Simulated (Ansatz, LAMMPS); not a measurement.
# Elastic response of glassy 40SiO2-28Al2O3-16Li2O-16SrO (mol %) (85 atoms), part 2 of 4

Aim: relax glassy 40SiO2-28Al2O3-16Li2O-16SrO (mol %) (85 atoms), then change its volume and shape to read moduli from the stress.

Ansatz 0.2.0; Kohn-Sham DFT, PBE, PAW (set soft_2), plane waves.

The cell: 10 Si, 14 Al, 8 Li, 4 Sr and 49 O. The quench rate of 6 K/ps far exceeds what a furnace or splat quench reaches. The starting topology of bonds comes from the classical model. Sampling is at Γ alone.

So far. Step 2 (Single point at the start): The r.m.s. force at the start is 0.68 eV/Å.

### 3. Cell and atoms relaxed

Cell and atoms are freed together, to release stress as well as forces.

The input, input.yaml:

```yaml
crystal:
  lattice:
    - [10.5141, 0.0, 0.0]
    - [0.0, 10.5141, 0.0]
    - [0.0, 0.0, 10.5141]
  atoms:
    [... the 85 atom lines of step 2 ...]
kpoints:
  mp_grid: { grid: [1, 1, 1] }
hamiltonian:
  xc: pbe
scf:
  occupations: { method: fixed }
output:
  forces: true
relax:
  f_tol: 0.05
  max_steps: 150
  cell: {}
```

Run with:

```
$ ansatz run input.yaml --threads 4 --pin off --max-ram 8192MiB --backend cpu --events-out ev --progress --plain --runs-dir out
```

Numbers of over 12 decimals in the logs are rounded to 6 here.

Output:

```text
[...]
Crystal: 85 atoms, lattice volume = 1162.295 Å³
Basis set: ecut = 420 eV, 22743 PW (Γ), exchange–correlation on 144×144×144 points (8 copies of the dense FFT grid, shifted against one another)
Bands: 305, of which v1, the nominal top of the filled ones, is band 220 counted from 1 (219 counted from 0)
Symmetry: 1 space group operations
[...]
k-points: 1
[...]
SCF iter   1: F=—  HF=-57611.815313 eV  |F-HF|=—  |Δ(HF+E_count)|=         —  Δρ=1.84e-3  dr2=5.33e-2  ethr=1.77e-3  ⟨swp⟩=6.0  Hψ=1061  notcnv=0  defer=83
[...]
SCF iter   9: F=-57611.833383 eV  HF=-57611.833383 eV  |F-HF|=1.94e-8  |Δ(HF+E_count)|=   1.21e-8  Δρ=1.72e-6  dr2=4.74e-8  ethr=2.27e-11  ⟨swp⟩=2.0  Hψ=941  notcnv=0
SCF 1 converged in 9 iterations: F = -57611.833383 eV  dr2 = 4.74e-8
[...]
relax step   1: F+E_penalty+E_count = -57611.83338285 eV  Δ(F+E_penalty+E_count) = +0.000e0 eV  max|allowed force component| = 2.128e0 eV/Å  Δτ_max = 0.0000 Å  P = +3.794 GPa  Ω = 1162.295 Å³  (9 SCF iters, dr2 threshold 1.00e-7 eV, accepted)
[... from here on, the SCF cycles and remarks between the steps are left out ...]
relax step   2: F+E_penalty+E_count = -57613.94488053 eV  Δ(F+E_penalty+E_count) = -2.111e0 eV  max|allowed force component| = 1.403e0 eV/Å  Δτ_max = 0.1947 Å  P = +2.672 GPa  Ω = 1160.022 Å³  energy of the carried Pulay correction = +6.939e-3 eV  (8 SCF iters, dr2 threshold 8.50e-6 eV, accepted)
relax step   3: F+E_penalty+E_count = -57615.10742084 eV  Δ(F+E_penalty+E_count) = -1.163e0 eV  max|allowed force component| = 7.505e-1 eV/Å  Δτ_max = 0.1141 Å  P = +0.133 GPa  Ω = 1160.886 Å³  energy of the carried Pulay correction = +4.300e-3 eV  (8 SCF iters, dr2 threshold 8.50e-6 eV, accepted)
relax step   4: F+E_penalty+E_count = -57615.52241899 eV  Δ(F+E_penalty+E_count) = -4.150e-1 eV  max|allowed force component| = 1.190e0 eV/Å  Δτ_max = 0.2000 Å  P = -0.117 GPa  Ω = 1155.117 Å³  energy of the carried Pulay correction = +2.196e-2 eV  (7 SCF iters, dr2 threshold 8.50e-6 eV, accepted)
relax step   5: F+E_penalty+E_count = -57615.70272586 eV  Δ(F+E_penalty+E_count) = -1.803e-1 eV  max|allowed force component| = 4.993e-1 eV/Å  Δτ_max = 0.1194 Å  P = -0.124 GPa  Ω = 1149.476 Å³  energy of the carried Pulay correction = +3.932e-2 eV  (7 SCF iters, dr2 threshold 8.50e-6 eV, accepted)
relax step   6: F+E_penalty+E_count = -57615.82771418 eV  Δ(F+E_penalty+E_count) = -1.250e-1 eV  max|allowed force component| = 2.609e-1 eV/Å  Δτ_max = 0.2000 Å  P = -0.053 GPa  Ω = 1146.388 Å³  energy of the carried Pulay correction = +4.886e-2 eV  (7 SCF iters, dr2 threshold 8.50e-6 eV, accepted)
relax step   7: F+E_penalty+E_count = -57615.93085764 eV  Δ(F+E_penalty+E_count) = -1.031e-1 eV  max|allowed force component| = 1.780e-1 eV/Å  Δτ_max = 0.1951 Å  P = -0.015 GPa  Ω = 1145.095 Å³  energy of the carried Pulay correction = +5.286e-2 eV  (7 SCF iters, dr2 threshold 4.26e-6 eV, accepted)
relax step   8: F+E_penalty+E_count = -57616.01064279 eV  Δ(F+E_penalty+E_count) = -7.979e-2 eV  max|allowed force component| = 1.971e-1 eV/Å  Δτ_max = 0.1917 Å  P = +0.025 GPa  Ω = 1144.174 Å³  energy of the carried Pulay correction = +5.571e-2 eV  (7 SCF iters, dr2 threshold 1.98e-6 eV, accepted)
relax step   9: F+E_penalty+E_count = -57616.07977114 eV  Δ(F+E_penalty+E_count) = -6.913e-2 eV  max|allowed force component| = 1.580e-1 eV/Å  Δτ_max = 0.2000 Å  P = +0.026 GPa  Ω = 1142.892 Å³  energy of the carried Pulay correction = +5.968e-2 eV  (7 SCF iters, dr2 threshold 2.43e-6 eV, accepted)
relax step  10: F+E_penalty+E_count = -57616.12454001 eV  Δ(F+E_penalty+E_count) = -4.477e-2 eV  max|allowed force component| = 2.244e-1 eV/Å  Δτ_max = 0.1951 Å  P = -0.016 GPa  Ω = 1143.101 Å³  energy of the carried Pulay correction = +5.904e-2 eV  (7 SCF iters, dr2 threshold 1.56e-6 eV, accepted)
relax step  11: F+E_penalty+E_count = -57616.11816927 eV  Δ(F+E_penalty+E_count) = +6.371e-3 eV  max|allowed force component| = 3.409e-1 eV/Å  Δτ_max = 0.1947 Å  P = -0.053 GPa  Ω = 1142.917 Å³  energy of the carried Pulay correction = +5.961e-2 eV  (7 SCF iters, dr2 threshold 3.15e-6 eV, rejected (line search))
relax step  12: F+E_penalty+E_count = -57616.14741860 eV  Δ(F+E_penalty+E_count) = -2.288e-2 eV  max|allowed force component| = 2.171e-1 eV/Å  Δτ_max = 0.0973 Å  P = -0.042 GPa  Ω = 1143.917 Å³  energy of the carried Pulay correction = +5.651e-2 eV  (11 SCF iters, accepted)
relax step  13: F+E_penalty+E_count = -57616.15835333 eV  Δ(F+E_penalty+E_count) = -1.093e-2 eV  max|allowed force component| = 1.623e-1 eV/Å  Δτ_max = 0.0536 Å  P = -0.020 GPa  Ω = 1143.795 Å³  energy of the carried Pulay correction = +5.689e-2 eV  (6 SCF iters, dr2 threshold 2.94e-6 eV, accepted)
relax step  14: F+E_penalty+E_count = -57616.17685926 eV  Δ(F+E_penalty+E_count) = -1.851e-2 eV  max|allowed force component| = 1.340e-1 eV/Å  Δτ_max = 0.1500 Å  P = +0.012 GPa  Ω = 1144.722 Å³  energy of the carried Pulay correction = +5.401e-2 eV  (8 SCF iters, dr2 threshold 1.65e-6 eV, accepted)
relax step  15: F+E_penalty+E_count = -57616.18361348 eV  Δ(F+E_penalty+E_count) = -6.754e-3 eV  max|allowed force component| = 7.547e-2 eV/Å  Δτ_max = 0.0448 Å  P = -0.012 GPa  Ω = 1145.004 Å³  energy of the carried Pulay correction = +5.314e-2 eV  (7 SCF iters, dr2 threshold 1.12e-6 eV, accepted)
relax step  16: F+E_penalty+E_count = -57616.18628443 eV  Δ(F+E_penalty+E_count) = -2.671e-3 eV  max|allowed force component| = 3.996e-2 eV/Å  Δτ_max = 0.0171 Å  P = -0.019 GPa  Ω = 1145.233 Å³  energy of the carried Pulay correction = +5.243e-2 eV  (7 SCF iters, dr2 threshold 3.56e-7 eV, accepted)
relax step  17: F+E_penalty+E_count = -57616.21019294 eV  Δ(F+E_penalty+E_count) = -2.391e-2 eV  max|allowed force component| = 3.846e-2 eV/Å  Δτ_max = 0.0000 Å  P = -0.002 GPa  Ω = 1145.233 Å³  stress off target by 3.30e-1 GPa  SCF on the basis re-selected at this cell (its energy is not comparable with the rows above)  (8 SCF iters)
relax step  18: F+E_penalty+E_count = -57616.20798469 eV  Δ(F+E_penalty+E_count) = +2.208e-3 eV  max|allowed force component| = 8.690e-2 eV/Å  Δτ_max = 0.0794 Å  P = +0.072 GPa  Ω = 1146.086 Å³  energy of the carried Pulay correction = -2.907e-3 eV  (8 SCF iters, dr2 threshold 2.72e-7 eV, accepted)
relax step  19: F+E_penalty+E_count = -57616.21608463 eV  Δ(F+E_penalty+E_count) = -8.100e-3 eV  max|allowed force component| = 6.040e-2 eV/Å  Δτ_max = 0.0563 Å  P = -0.001 GPa  Ω = 1146.143 Å³  energy of the carried Pulay correction = -3.070e-3 eV  (7 SCF iters, dr2 threshold 4.72e-7 eV, accepted)
relax step  20: F+E_penalty+E_count = -57616.21401850 eV  Δ(F+E_penalty+E_count) = +2.066e-3 eV  max|allowed force component| = 4.677e-2 eV/Å  Δτ_max = 0.0526 Å  P = -0.003 GPa  Ω = 1146.655 Å³  energy of the carried Pulay correction = -4.720e-3 eV  (7 SCF iters, dr2 threshold 2.28e-7 eV, rejected (line search))
relax step  21: F+E_penalty+E_count = -57616.21622918 eV  Δ(F+E_penalty+E_count) = -1.445e-4 eV  max|allowed force component| = 4.891e-2 eV/Å  Δτ_max = 0.0246 Å  P = -0.005 GPa  Ω = 1146.460 Å³  energy of the carried Pulay correction = -4.090e-3 eV  (10 SCF iters, accepted)
relax step  22: F+E_penalty+E_count = -57616.22124721 eV  Δ(F+E_penalty+E_count) = -5.018e-3 eV  max|allowed force component| = 4.886e-2 eV/Å  Δτ_max = 0.0000 Å  P = +0.002 GPa  Ω = 1146.460 Å³  stress off target by 4.25e-2 GPa  SCF on the basis re-selected at this cell (its energy is not comparable with the rows above)  (6 SCF iters)
[...]
SCF converged after 6 iterations
Free energy (F): -57616.221247 eV
[...]
Internal energy: -57616.221247 eV  (E = F + TS)
E sigma→0 (E₀):  -57616.221247 eV
Fermi energy:    3.624155 eV
[...]
Σ components = -57616.221247   (vs F -57616.221247, Δ=0.00e0)
--- Forces (eV/Å), atoms counted from 1 ---
  atom   1  Si    -0.01700336    -0.01008100    -0.00306593
  atom   2  Si     0.01564963     0.01308964    -0.01109904
  atom   3  Si     0.00580590     0.00799945     0.01455156
  atom   4  Si     0.00757099     0.02174144     0.01799486
[...]
atom  85  O     -0.00240245    -0.00042581    -0.00029999
  max |Σ_I F_I| component: 4.33e-5 eV/Å
--- Stress (GPa, compression-positive) ---
        0.000138       0.022152       0.014766
        0.022149       0.030597      -0.003524
        0.014766      -0.003524      -0.023699
  P = ⅓ Tr σ = 0.0023 GPa (0.023 kbar)
--- Relaxed structure (20 steps of the walk, 18 accepted, 2 SCFs on fresh bases) ---
  F+E_penalty+E_count = -57616.22124721 eV   max|allowed force component| = 4.886e-2 eV/Å   (the final SCF, on the basis selected at the relaxed cell)
  cell:  # Å, volume = 1146.4601 Å³
    - [10.244945, 0.314540, 0.062554]
    - [0.314540, 10.844873, -0.084969]
    - [0.062554, -0.084969, 10.328973]
  atoms:
    - { symbol: Si, position: [0.190872, 0.107403, 0.408024] }
    - { symbol: Si, position: [0.459084, 0.382332, 0.633401] }
    - { symbol: Si, position: [0.242659, 0.801474, 0.894986] }
    - { symbol: Si, position: [0.808414, 0.763534, 0.372083] }
[...]
- { symbol: O, position: [0.144868, 0.516444, 0.469467] }
```

Wall time 66 s (4 threads of AMD EPYC 9R45, shared host); peak memory 1.3 GiB; 4 min of CPU time.

The relaxation converged after 20 steps, with a largest force component of 0.049 eV/Å.

### 4. Single point at the relaxed geometry

The electronic structure is read at the final geometry, in a run of its own.

The input, input.yaml:

```yaml
crystal:
  lattice:
    - [10.24494, 0.31454, 0.06255]
    - [0.31454, 10.84487, -0.08497]
    - [0.06255, -0.08497, 10.32897]
  atoms:
    - { symbol: Si, position: [0.19087, 0.1074, 0.40802] }
    - { symbol: Si, position: [0.45908, 0.38233, 0.6334] }
    - { symbol: Si, position: [0.24266, 0.80147, 0.89499] }
    - { symbol: Si, position: [0.80841, 0.76353, 0.37208] }
    - { symbol: Si, position: [0.60734, 0.19653, 0.80476] }
    - { symbol: Si, position: [0.84534, 0.67008, 0.11886] }
    [... 73 atom lines left out ...]
    - { symbol: O, position: [0.22985, 0.31034, 0.12314] }
    - { symbol: O, position: [0.65632, 0.04025, 0.16871] }
    - { symbol: O, position: [0.74663, 0.12125, 0.76335] }
    - { symbol: O, position: [0.65027, 0.9527, 0.5872] }
    - { symbol: O, position: [0.78331, 0.16601, 0.40188] }
    - { symbol: O, position: [0.14487, 0.51644, 0.46947] }
kpoints:
  mp_grid: { grid: [1, 1, 1] }
hamiltonian:
  xc: pbe
scf:
  occupations: { method: fixed }
output:
  forces: true
  stress: true
  populations: true
  dos:
    method: { smearing: { sigma: 0.1 } }
    de: 0.1
    projected: { site_lists: { Al: [Al], Li: [Li], O: [O], Si: [Si], Sr: [Sr] } }
  eigenvalues: true
  write_density: true
  write_potential: true
  volumetric_format: npy
  elf: true
```

Output:

```text
[...]
Crystal: 85 atoms, lattice volume = 1146.459 Å³
Basis set: ecut = 420 eV, 22397 PW (Γ), exchange–correlation on 144×150×144 points (8 copies of the dense FFT grid, shifted against one another)
Bands: 305, of which v1, the nominal top of the filled ones, is band 220 counted from 1 (219 counted from 0)
Symmetry: 1 space group operations
[...]
k-points: 1
[...]
SCF iter   1: F=—  HF=-57616.239526 eV  |F-HF|=—  |Δ(HF+E_count)|=         —  Δρ=1.78e-3  dr2=4.65e-2  ethr=1.77e-3  ⟨swp⟩=6.0  Hψ=1226  notcnv=0  defer=80
[...]
SCF iter   9: F=-57616.221237 eV  HF=-57616.221237 eV  |F-HF|=2.66e-8  |Δ(HF+E_count)|=   1.72e-8  Δρ=1.61e-6  dr2=3.68e-8  ethr=2.27e-11  ⟨swp⟩=23.0  Hψ=3152  notcnv=0
SCF 1 converged in 9 iterations: F = -57616.221237 eV  dr2 = 3.68e-8
[...]
WARN: The input density's exchange-correlation potential varies sharply where the density is thin. Do not read a vacuum level from v_tot or v_xc, or from such a field of the output density. On a cell that repeats whose density bears no net charge and no dipole along the vacuum's axis use v_es (v_loc + v_h of the components); [...]
SCF converged after 9 iterations
Free energy (F): -57616.221237 eV
[...]
Internal energy: -57616.221237 eV  (E = F + TS)
E sigma→0 (E₀):  -57616.221237 eV
Fermi energy:    3.624301 eV
[...]
--- Forces (eV/Å), atoms counted from 1 ---
  atom   1  Si    -0.01709726    -0.00980394    -0.00042621
  atom   2  Si     0.01753914     0.01308554    -0.01185965
  atom   3  Si     0.00762036     0.01028778     0.01292017
  atom   4  Si     0.00953377     0.02289327     0.01874751
  atom   5  Si     0.00458830     0.01133356     0.02312519
  atom   6  Si     0.02809630    -0.03693036     0.01903777
  atom   7  Si    -0.00098640    -0.01685649    -0.02094010
  atom   8  Si     0.00838097     0.01293243    -0.02312040
  atom   9  Si    -0.00566156     0.01403089     0.00632988
  atom  10  Si    -0.00413465    -0.01647628     0.00719238
  atom  11  Al     0.00272311    -0.00252148    -0.00486711
  atom  12  Al     0.00372920    -0.00512934    -0.00223042
  atom  13  Al    -0.00388373    -0.00996099    -0.00996092
  atom  14  Al     0.02443135    -0.01463951    -0.00486827
[...]
atom  84  O     -0.00391587     0.00592159     0.00869997
  atom  85  O     -0.00242719     0.00110017    -0.00063889
  max |Σ_I F_I| component: 9.82e-5 eV/Å
--- Stress (GPa, compression-positive) ---
        0.000798       0.022019       0.013972
        0.022016       0.029714      -0.003917
        0.013972      -0.003917      -0.023887
  P = ⅓ Tr σ = 0.0022 GPa (0.022 kbar)
--- Band table (eV) ---
[...]
--- Löwdin populations: 85 sites ---
  site symbol       q [e]
     0     Si      2.3700
     1     Si      2.3306
     2     Si      2.3050
[...]
84      O      6.9415
  spilling = 0.011253 (of n_electrons = 440.000000)
```

The job ended after 5.7 s (4 threads; peak memory 1.4 GiB; 21 s of CPU time).

The program notes that the exchange-correlation potential is rough where the density is thin.

Numbers from this run:

| Quantity | Value |
| --- | --- |
| free energy | -57616.2212 eV |
| free energy per atom | -677.8379 eV/atom |
| SCF cycles | 9 |
| pressure | 0.002208 GPa |
| r.m.s. force component | 0.00972 eV/Å |
| longest force | 0.05335 eV/Å |
| Fermi energy | 3.624 eV |
| gap (highest filled to lowest empty level) | 3.584 eV |
| spilling of the projection | 0.01125 |

Löwdin charges by element and coordination (they lack the spilled electrons, 0.058 e an atom on average):

```
element  coordination  atoms  mean charge (e)  spread   least    most
     Al           all     14             1.27  0.0324    1.21    1.32
     Li           all      8            0.829  0.0187   0.798   0.854
     Li             3      4            0.824  0.0216   0.798   0.852
     Li             4      4            0.833  0.0136   0.819   0.854
      O           all     49           -0.893  0.0695   -1.07  -0.788
      O             2     10           -0.816  0.0209  -0.845  -0.788
      O             3     27           -0.894  0.0507   -1.01  -0.799
      O             4     12           -0.957   0.067   -1.07  -0.882
     Si           all     10             1.68  0.0262    1.63    1.72
     Sr           all      4             1.86  0.0133    1.85    1.88
     Sr             5      1             1.88       0    1.88    1.88
     Sr             6      1             1.86       0    1.86    1.86
     Sr             7      2             1.85  3.0e-4    1.85    1.85
```

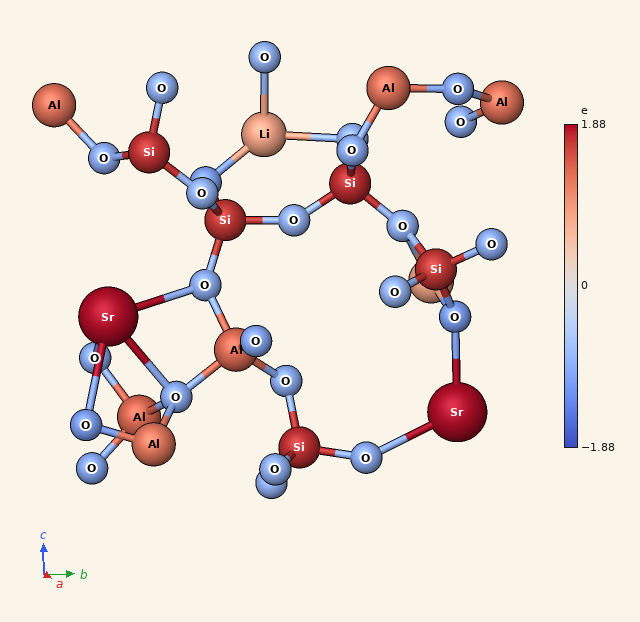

Atoms coloured by Löwdin charge. Drawn is a slice 5 Å thick, seen along the normal of the bc plane.

States in the cell by windows of 1 eV, zero at the Fermi level; the larger projections on atomic orbitals stand beside the total:

```
from (eV)  to (eV)  total   O p
      -10       -9    1.8   1.2
       -9       -8    5.3   3.6
       -8       -7    8.0   5.6
       -7       -6   15.2  11.2
       -6       -5   27.3  20.9
       -5       -4   33.5  26.7
       -4       -3   50.0  42.9
       -3       -2   63.4  58.2
       -2       -1   67.2  63.8
       -1        0   21.8  20.9
        0        1    0.5   0.5
        1        3    0.0   0.0
        3        4    2.0   0.0
        4        5    2.0   0.2
```

With fixed occupations the program's Fermi level is the highest filled level; weight inside the gap is the broadening of levels at its edges.

Between -26 and -10 eV lie 122 more states.

The stored curve holds about 416 of the 440 electrons; the rest, give or take the few that broadening carries across the Fermi level, lie in deeper levels below its range.

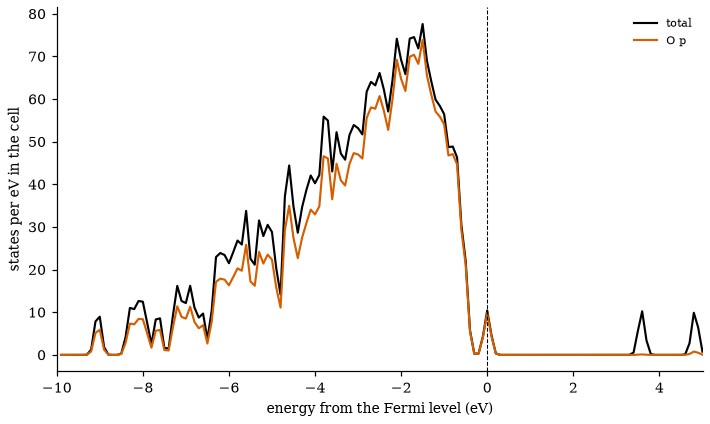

Total and projected density of states, with the broadening of the input.

The levels nearest the highest filled one (over half full), pooled over k-points and spins:

```
level less the highest filled one (eV)  occupation
                                 -0.73           2
                                -0.703           2
                                -0.649           2
                                -0.526           2
                                -0.524           2
                                     0           2
                                  3.58           0
                                  4.82           0
                                  5.28           0
                                  5.36           0
                                  5.50           0
                                  5.62           0
```

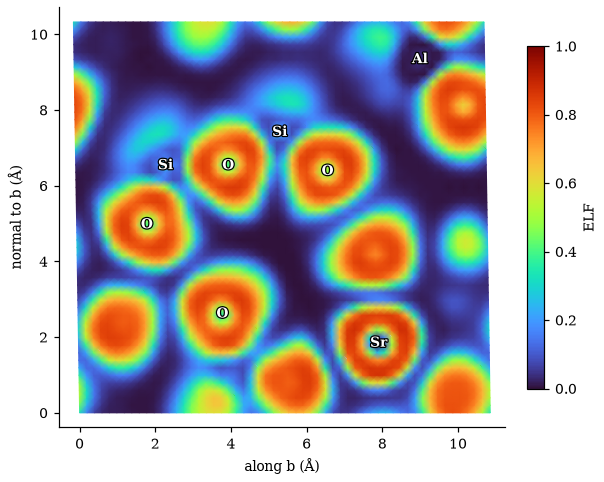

ELF in the bc plane at fractional x = 0.450, with atoms of Si and Al and Sr and O within 0.2 Å of it. It is the smooth field of the valence electrons, not physical close to the nuclei. The map starts off the cell's origin, so that atoms lie inside it.

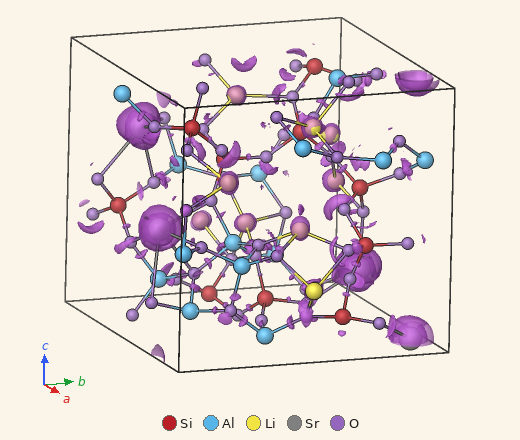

Surface of ELF = 0.85.

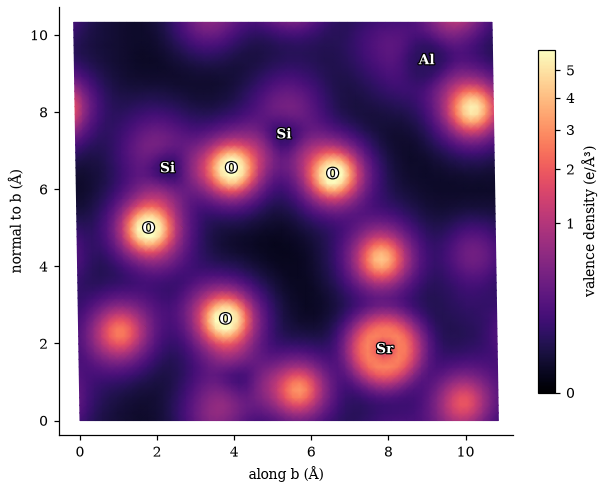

Valence density in the bc plane at fractional x = 0.450, with atoms of Si and Al and Sr and O within 0.2 Å of it. It is the smooth field of the valence electrons, not physical close to the nuclei. The map starts off the cell's origin, so that atoms lie inside it. The colour scale is stretched toward low values.

Filled and empty levels are parted by 3.58 eV (at Γ alone); a semilocal functional tends to put such gaps too low. In a disordered cell it changes from sample to sample, and tail or defect levels can set it. Mean Löwdin charges: Al +1.27, Li +0.83, O -0.89, Si +1.68, Sr +1.86 e (they miss 1.1 % of the electrons, so they add up to more than the cell's charge).

(Part 2 of 4 ends here.)

[Logs are printed without paths, hosts, clocks, repeated set-up lines and the standing remarks that a program may print on its own settings, such as how far it seeks lower states.]

[Hosts, paths, dates, database ids (printed as entryN), source tags and the programs' standing remarks are cut or masked in the printed files.]
